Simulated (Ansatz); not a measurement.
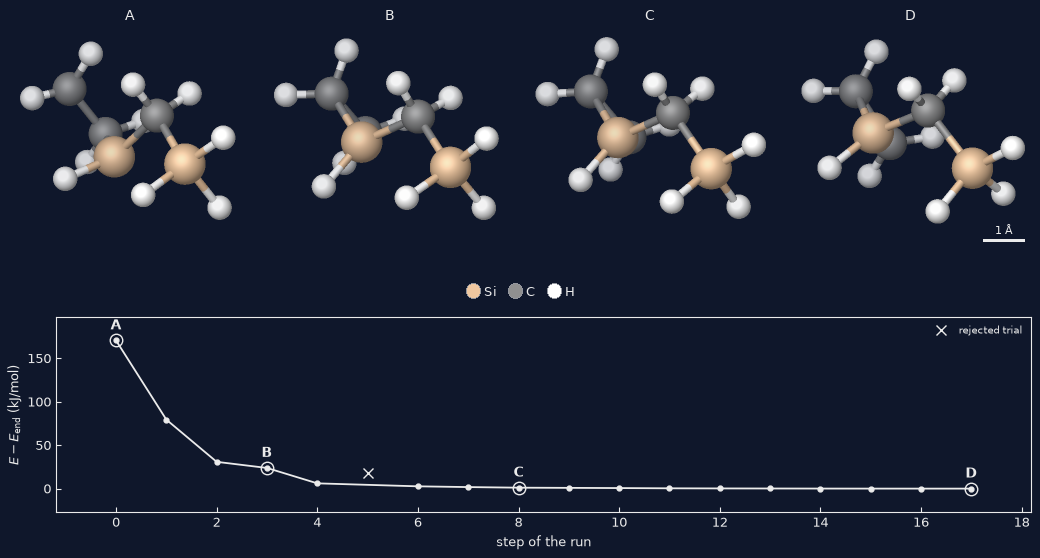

Frames of a relaxation of C3H10Si2 (coarse preliminary run), marked on the history of the run. Style: ball-and-stick. Shown from a free direction.

The start comes from a force field.

Computed with RKS PBE-D4/def2-SVP in Ansatz 0.2.0. Settings: force threshold 0.03 eV/Å; at most 200 steps.

### Describe the path.

A Si atom moves most after the best rigid fit: 0.85 Å. By element the largest moves are Si 0.85 Å, H 0.72 Å, C 0.43 Å. Among the contacts that change: C–Si 2.282 → 1.874 Å, C–H 0.976 → 1.104 Å, C–Si 1.764 → 1.873 Å, C–Si 1.807 → 1.896 Å. New bonds form: C–Si (2.28 → 1.87 Å). Bond angles that change, for instance: Si–C–C 87.9° → 65.5°, H–C–H 120.9° → 112.2°, Si–C–Si 105.4° → 114.0°. The energy falls by 170.6 kJ/mol in 16 accepted moves (17 points after the start). Largest force component: 6.3 eV/Å at the start, 0.013 eV/Å at the end. The line search rejected the trial step at point 5 of the run. The run took 31 s on 4 threads of Arm Neoverse V1, on a shared host. From step 0 to 3: a Si atom moves most (0.49 Å), energy −146.8 kJ/mol. From step 3 to 8: an H atom moves most (0.36 Å), energy −22.7 kJ/mol. From step 8 to 17: an H atom moves most (0.48 Å), energy −1.09 kJ/mol.

```
step  E − E(0), kJ/mol  largest force component, eV/Å      note
   0              0.00                         6.3344          
   1            -91.15                         1.6858          
   2           -139.72                         0.8377          
   3           -146.78                         3.1808          
   4           -164.49                         0.3043          
   5           -152.54                         0.8287  rejected
   6           -167.92                         0.1334          
   7           -168.79                         0.0441          
   8           -169.47                         0.0728          
   9           -169.70                         0.1060          
  10           -169.92                         0.0899          
  11           -170.20                         0.0393          
  12           -170.34                         0.0862          
  13           -170.42                         0.0513          
  14           -170.50                         0.0571          
  15           -170.54                         0.0225          
  16           -170.55                         0.0371          
  17           -170.56                         0.0129
```
